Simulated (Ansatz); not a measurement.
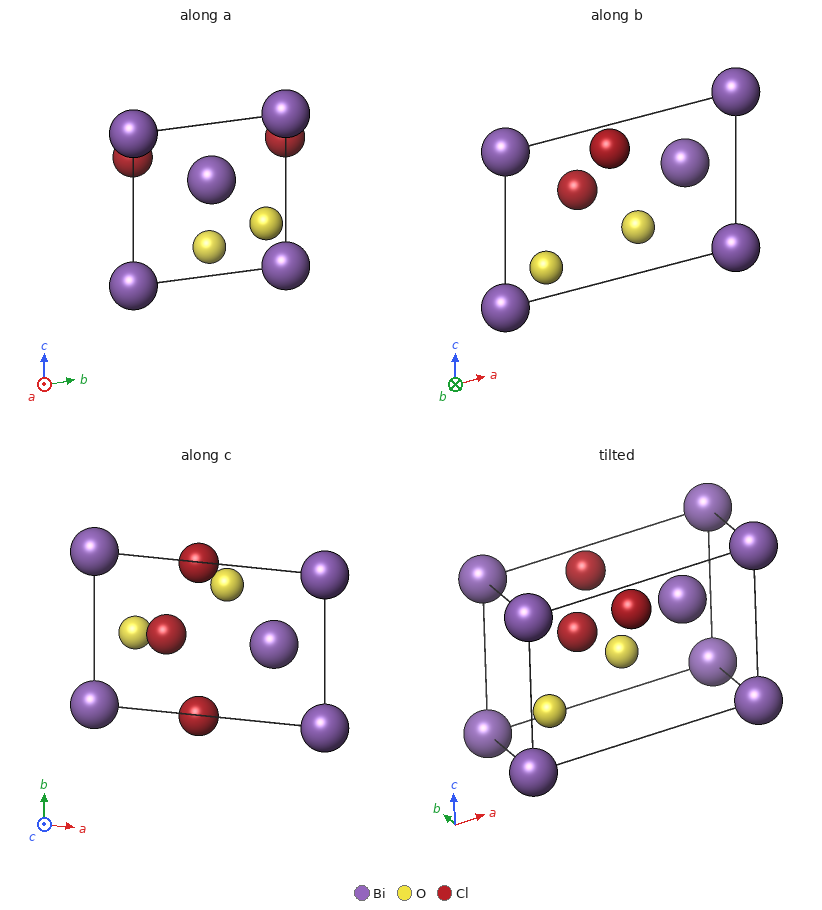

Crystal structure, spheres-only style, seen along the a axis, along the b axis, along the c axis and slightly off an axis. The edges of the simulation cell are marked.

Lattice parameters: a = 6.5910 Å, b = 4.2536 Å, c = 4.3301 Å, α = 83.746°, β = 75.939°, γ = 94.077°.

**Put the structure into a CIF in P1 with every atom of the cell, with free fractional coordinates to two decimals.**

```cif
data_structure
_symmetry_space_group_name_H-M 'P 1'
_symmetry_Int_Tables_number 1
_cell_length_a 6.5910
_cell_length_b 4.2536
_cell_length_c 4.3301
_cell_angle_alpha 83.746
_cell_angle_beta 75.939
_cell_angle_gamma 94.077
_cell_volume 116.46
loop_
_atom_site_label
_atom_site_type_symbol
_atom_site_fract_x
_atom_site_fract_y
_atom_site_fract_z
_atom_site_occupancy
Bi1 Bi 0.00 0.00 0.00 1
Bi2 Bi 0.78 0.51 0.63 1
O1 O 0.58 0.87 0.30 1
O2 O 0.18 0.50 0.19 1
Cl1 Cl 0.45 0.00 0.85 1
Cl2 Cl 0.31 0.51 0.64 1
```

Its origin is a structure type filled with these elements by a generator (whether the compound takes this form wasn't checked). Earlier steps of the study may have refined or changed the cell and positions. Ansatz was used for an electronic-structure calculation on it.

At this level of theory the cell isn't at rest (forces up to 2.3 eV/Å), so its distances can differ from those at equilibrium, the more so the softer the solid.
